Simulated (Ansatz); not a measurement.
# The HOMO–LUMO gap down a group: F to I

One atom is swapped for its congeners: CHBrF2 (bromodifluoromethane) `FC(F)Br`; CHBrClF (bromochlorofluoromethane) `FC(Cl)Br`; CHBr2F (dibromofluoromethane) `FC(Br)Br`; CHBrFI `FC(Br)I`. All are singlets with charge 0.

Shapes, held fixed at every level: PBE0-D4/def2-TZVP. Programs: Ansatz 0.2.0. Values in eV.

| level | CHBrF2 | CHBrClF | CHBr2F | CHBrFI |
| --- | --- | --- | --- | --- |
| SPW92/def2-TZVPP | 5.90 | 5.27 | 4.80 | 3.84 |
| PBE-D4/def2-TZVPP | 5.96 | 5.32 | 4.84 | 3.87 |
| B3LYP-D4/def2-TZVPP | 7.76 | 7.12 | 6.57 | 5.43 |
| PBE0-D4/def2-TZVPP | 8.35 | 7.68 | 7.11 | 5.93 |
| r2SCAN0-D4/def2-TZVPP | 8.71 | 8.00 | 7.40 | 6.18 |
| wB97X-V/def2-TZVPP | 13.07 | 12.36 | 11.71 | 10.35 |

At wB97X-V/def2-TZVPP the HOMO–LUMO gap falls at every step, from 13.07 to 10.35 eV. Every level shows the same order. For atoms past krypton def2 sets carry core potentials with scalar relativity. Relativity is left out for Br unless named. Orbital gaps aren't excitation energies, and the LUMO depends on the basis.

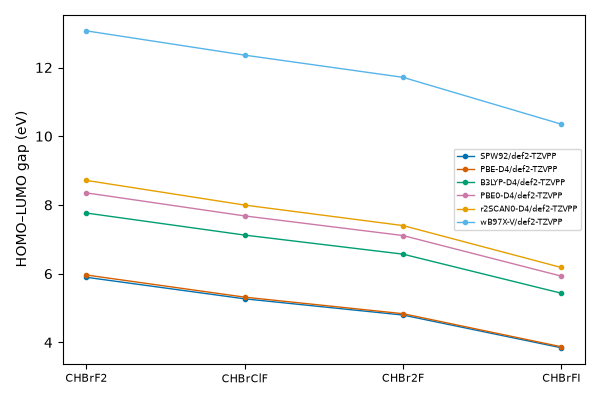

The trend along the series, level by level.
